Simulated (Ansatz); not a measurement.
# GaH₂ (doublet): correlated methods under varied settings at distance Ga1–H2 = 3.504 Å

Aim: run GaH₂ (doublet) at one geometry under a spread of methods and options, and see what each costs and gives.

Computed with Ansatz 0.2.0, Gaussian basis. Level: the settings change from run to run.

17 further runs of the same task are left out: 5 for a known fault of the program, 10 that didn't finish, 2 set aside as unsound or not needed.

## (1) What is computed

The geometry derives from a PBE0/def2-TZVP stationary point (not a proven minimum). One bond is set to the value named and the two fragments are kept rigid. No spin-orbit coupling is included. The filled d shell of Ga may be among the frozen orbitals whatever the setting's name suggests; the logs give the count.

3 atoms, charge 0, spin multiplicity 2.

Atoms are counted from 1 here; the program's logs count them from 0.

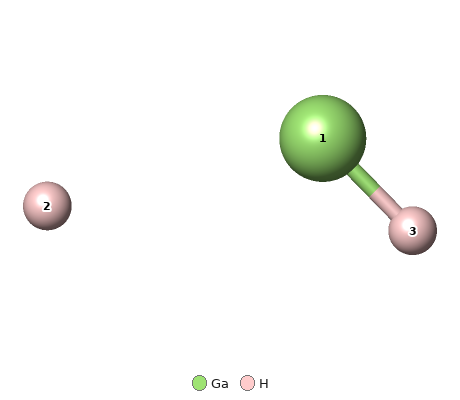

The geometry (gallium green, hydrogen pink); atoms are numbered from 1 in the order of the file.

## (2) BCCD on UHF/6-31G

Input file in.yaml:

```yaml
crystal:
  periodic: [false, false, false]
  atoms:
    - {symbol: Ga, position_ang: [0.000000, -0.035557, 0.023302]}
    - {symbol: H, position_ang: [0.000000, 1.704114, -3.018335]}
    - {symbol: H, position_ang: [0.000000, 0.755517, 1.406414]}
basis:
  gaussian: {orbitals: 6-31G, fitting: {mean_field: def2-universal-jkfit}}
magnetization: {spin_polarized: true, initial_magnetization: 1}
correlation: {method: bccd, electrons: outside_noble_gas}
scf: {lower_state_search: off}
```

Launch:

```bash
$ ansatz run in.yaml --threads 1 --pin off --events-out ev --progress --plain --max-ram 2393MiB
```

Log, cut to the lines that bear on the results:

```text
Functional definition: HF
  name "HF"
  cite "Fock, Z. Phys. 61, 126 (1930) doi:10.1007/BF01340294"
  parent pbe
[...]
302 factors; integrals over basis functions are off by at most 1.8e-1 eV
[...]
mean field -52353.67856213 eV, -1923.9622005602 hartree, gradient 2.5e-6 eV, S^2 0.800250; 0 other end points of the search recorded, 0 dependent functions left out
14 core orbitals not correlated: weight in the atoms' cores, before any rotation towards them, 0.996 or more for the frozen orbitals, at most 0.001 for the correlated occupied ones
reference -52353.67856213 eV, -1923.9622005602 hartree; 3, 2 occupied and 16, 17 virtual orbitals, 302 factors
second order -0.79625664 eV of doubles, -0.00000000 eV of singles
cycle   1  -1.05300686 eV  change   -2.6e-1 eV  update   5.9e-2
[...]
cycle  16  -1.24383348 eV  change   -2.4e-6 eV  update   2.4e-6
Total energy: -52354.92239561 eV, -1924.0079105976 hartree
Checks for a lower state left out: stability, starts, cluster_reference, orbital_swaps, neighbouring_geometries, increment
```

Run time: 0.3 s. Hardware: 1 thread of AMD EPYC 9R45, shared host.

From the report: ⟨S²⟩ of the determinant 0.800 (pure doublet: 0.75); correlation -1.2438 eV; largest double amplitude 0.08.

## (3) MP2 on ROHF/def2-mTZVP

Input file in.yaml:

```yaml
crystal:
  periodic: [false, false, false]
  atoms:
    - {symbol: Ga, position_ang: [0.000000, -0.035557, 0.023302]}
    - {symbol: H, position_ang: [0.000000, 1.704114, -3.018335]}
    - {symbol: H, position_ang: [0.000000, 0.755517, 1.406414]}
basis:
  gaussian: {orbitals: def2-mTZVP}
magnetization: {spin_polarized: false, initial_magnetization: 1}
correlation: {method: mp2, electrons: outside_noble_gas}
output: {forces: true}
```

Same command.

Log, cut to the lines that bear on the results:

```text
Functional definition: HF
  name "HF"
  cite "Fock, Z. Phys. 61, 126 (1930) doi:10.1007/BF01340294"
  parent pbe
[...]
403 factors; integrals over basis functions are off by at most 5.7e-4 eV
[...]
mean field -52362.71970249 eV, -1924.2944563404 hartree, gradient 7.1e-7 eV, S^2 0.750000; 1 other end points of the search recorded, 0 dependent functions left out
[...]
14 core orbitals not correlated: weight in the atoms' cores, before any rotation towards them, 0.999 or more for the frozen orbitals, at most 0.001 for the correlated occupied ones
reference -52362.71970249 eV, -1924.2944563404 hartree; 3, 2 occupied and 25, 26 virtual orbitals, 403 factors
second order -1.21483035 eV of doubles, -0.00189253 eV of singles
[...]
Total energy: -52363.93642537 eV, -1924.3391700815 hartree
Atom 0 at     0.000000    -0.035557     0.023302 Å, force     0.000000    -0.567626    -0.903280 eV/Å
Atom 1 at     0.000000     1.704114    -3.018335 Å, force     0.000000     0.021206    -0.024567 eV/Å
Atom 2 at     0.000000     0.755517     1.406414 Å, force    -0.000000     0.546419     0.927846 eV/Å
Dipole moment:    -0.000000     0.018157     0.032523 e Å
```

It took 0.9 s on 1 thread of AMD EPYC 9R45, shared host.

## (4) CISD/cc-pVDZ

Changes to in.yaml since step 3:

```diff
@@ -7,5 +7,4 @@
 basis:
-  gaussian: {orbitals: def2-mTZVP}
+  gaussian: {orbitals: cc-pVDZ}
 magnetization: {spin_polarized: false, initial_magnetization: 1}
-correlation: {method: mp2, electrons: outside_noble_gas}
-output: {forces: true}
+correlation: {active_space: {ras: {orbitals: [2, 1, 20], electrons: 5, max_holes: 2, max_particles: 2}, fixed_orbitals: true}}
```

The command is unchanged.

Log:

```text
Functional definition: HF
  name "HF"
  cite "Fock, Z. Phys. 61, 126 (1930) doi:10.1007/BF01340294"
  parent pbe
  exchange = exact_x
  correlation = 0
410 factors; integrals over basis functions are off by at most 1.0e-3 eV
mean field evaluation 1: about -52358.5114 eV, gradient 9.2e0 eV
mean field evaluation 2: about -52358.5158 eV, gradient 9.2e0 eV
mean field evaluation 4: about -52361.3039 eV, gradient 4.9e0 eV
mean field evaluation 8: about -52361.8808 eV, gradient 6.3e-1 eV
mean field evaluation 16: about -52361.8879 eV, gradient 2.3e-6 eV
mean field -52361.88791809 eV, -1924.2638888274 hartree, gradient 2.3e-6 eV, S^2 0.750000; 1 other end points of the search recorded, 0 dependent functions left out
reference -52361.88791809 eV, -1924.2638888274 hartree; 17, 16 occupied and 20, 21 virtual orbitals, 410 factors
state -52363.75665413 eV, -1924.3325636104 hartree
Total energy: -52363.75665413 eV, -1924.3325636104 hartree
```

Wall time 0.36 s (1 thread of AMD EPYC 9R45, shared host).

From the report: 2,643 determinants.

## (5) BCCD(T)/aug-cc-pVDZ

Input file in.yaml:

```yaml
crystal:
  periodic: [false, false, false]
  atoms:
    - {symbol: Ga, position_ang: [0.000000, -0.035557, 0.023302]}
    - {symbol: H, position_ang: [0.000000, 1.704114, -3.018335]}
    - {symbol: H, position_ang: [0.000000, 0.755517, 1.406414]}
basis:
  gaussian: {orbitals: aug-cc-pVDZ}
magnetization: {spin_polarized: true, initial_magnetization: 1}
hamiltonian: {xc: {name: r2SCAN}, pseudopotentials: {relativity: scalar}}
correlation: {method: bccd_t, electrons: outside_noble_gas}
scf: {lower_state_search: light}
```

Launched as before.

Log, cut to the lines that bear on the results:

```text
Functional definition: r2SCAN
  name "r2SCAN"
  cite "Furness, Kaplan, Ning, Perdew & Sun, J. Phys. Chem. Lett. 11, 8208 (2020) doi:10.1021/acs.jpclett.0c02405"
  cite "Furness, Kaplan, Ning, Perdew & Sun, J. Phys. Chem. Lett. 11, 9248 (2020) doi:10.1021/acs.jpclett.0c03077"
  parent r2scan
[...]
577 factors; integrals over basis functions are off by at most 5.3e-4 eV
[...]
mean field -52814.59638252 eV, -1940.9006180384 hartree, gradient 2.9e-6 eV, S^2 0.774006; 4 other end points of the search recorded, 0 dependent functions left out
14 core orbitals not correlated: weight in the atoms' cores, before any rotation towards them, 0.998 or more for the frozen orbitals, at most 0.001 for the correlated occupied ones
reference -52770.64754009 eV, -1939.2855278687 hartree; 3, 2 occupied and 37, 38 virtual orbitals, 577 factors
second order -1.48376593 eV of doubles, -0.14487144 eV of singles
cycle   1  -2.00444610 eV  change   -3.8e-1 eV  update   6.2e-2
[...]
cycle  15  -2.19430781 eV  change    2.9e-6 eV  update   4.9e-6
perturbative correction -0.02794879 eV, -0.0010270991 hartree
Total energy: -52772.86979669 eV, -1939.3671942923 hartree
Relativity: scalar
```

Wall time 3.3 s (1 thread of AMD EPYC 9R45, shared host).

From the report: ⟨S²⟩ of the determinant 0.774 (pure doublet: 0.75); correlation -2.2223 eV; largest double amplitude 0.04.

## (6) All runs side by side

```
                                                   level         correlated  functions  energy (eV)    time
                                       BCCD on UHF/6-31G  outside noble gas         33  -52354.9224   0.3 s
                                  MP2 on ROHF/def2-mTZVP  outside noble gas         42  -52363.9364   0.9 s
                                            CISD/cc-pVDZ  outside noble gas         37  -52363.7567  0.36 s
BCCD(T)/aug-cc-pVDZ (on r2SCAN orbitals, relativity set)  outside noble gas         54  -52772.8698   3.3 s
```

## (7) What came out

```
quantity                                                            value
    runs                                                                4
quickest                                         BCCD on UHF/6-31G, 0.3 s
 slowest  BCCD(T)/aug-cc-pVDZ (on r2SCAN orbitals, relativity set), 3.3 s
```

In words: Total energies in different bases, with other cores or another treatment of relativity can't be set against each other. BCCD(T)/aug-cc-pVDZ (on r2SCAN orbitals, relativity set) took 11 times as long as BCCD on UHF/6-31G; the jobs differ in more than the method.
